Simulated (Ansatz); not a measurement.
# Zr4ScO: the cost of one run

Computed with Ansatz 0.2.0 (DFT PBE, scalar-relativistic, plane waves, PAW, unless a step's input says otherwise).

1 further run of the same task is left out (it didn't finish).

## Step 1: The system as given

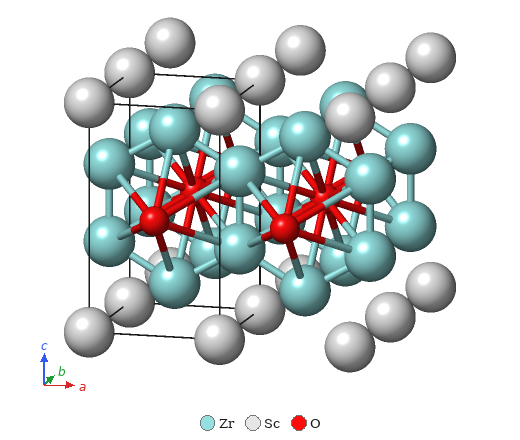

The starting structure, seen slightly off an axis (zirconium light teal, scandium white, oxygen red). 2×2×1 cells are drawn. Atoms on the faces are drawn again on the opposite ones.

As a file:

```
Zr Sc O
1.0
     3.53314    0.00000    0.00000
     0.00000    3.94482    0.00000
     0.00000    0.00000    6.12108
Zr Sc O
4 1 1
Direct
  0.00000 0.50000 0.66842
  0.50000 0.50000 0.16513
  0.50000 0.50000 0.83487
  0.00000 0.50000 0.33158
  0.00000 0.00000 0.00000
  0.50000 0.00000 0.50000
```

A structure generator made this guess: species swapped into a database cell of HfZrB4 (Pmmm, No. 47), with O on the Zr sites, Sc on the Hf sites and Zr on the B sites. The dimensions are guesses.

## Step 2: Probe: one point on a coarse mesh

The input, input.yaml:

```yaml
crystal:
  lattice:
    - [3.53314465, 0.0, 0.0]
    - [0.0, 3.9448157, 0.0]
    - [0.0, 0.0, 6.12107786]
  atoms:
    - { symbol: Zr, position: [0.0, 0.5, 0.66841513] }
    - { symbol: Zr, position: [0.5, 0.5, 0.16513485] }
    - { symbol: Zr, position: [0.5, 0.5, 0.83486515] }
    - { symbol: Zr, position: [0.0, 0.5, 0.33158487] }
    - { symbol: Sc, position: [0.0, 0.0, 0.0] }
    - { symbol: O, position: [0.5, 0.0, 0.5] }
basis:
  ecutwfc: 420
kpoints:
  mp_grid: { grid: [6, 4, 4] }
hamiltonian:
  xc: pbe
scf:
  occupations: { method: gaussian, width: 0.1 }
  lower_state_search: "off"
output:
  forces: true
  stress: true
  eigenvalues: true
```

On the command line:

```
$ ansatz run input.yaml --threads 1 --pin off --max-ram 2560MiB --backend cpu --events-out ev --progress --plain --runs-dir out
```

Q: Estimate wall time and peak memory on 1 thread of Intel Xeon 6975P-C (Granite Rapids), shared host.

About 5 s, with a peak of 0.45 GiB.
